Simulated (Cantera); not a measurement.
A closed system holds: 1 mol SiCl4, 0.12 mol HCl, 9.2 mol N2, equilibrated at 7.50 Torr.

Cantera equilibrium calculation (NASA polynomials, part measured and part estimated; ideal gas, pure solids and liquids). Candidate condensed phases: NH4Cl, Si, Si3N4; 28 gas species. The tables' values for SiCl3 are old estimates; treat these amounts as uncertain. Rates play no part.

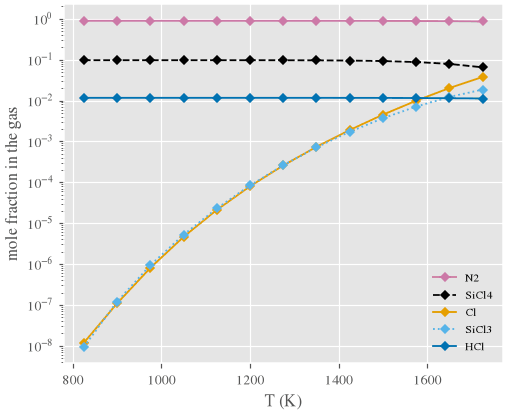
Fig. 1. Equilibrium gas composition (values under 1e-9 drawn at 1e-9)

From 825 K to 1725 K nothing is condensed. The main Si-bearing gas is SiCl4 throughout.
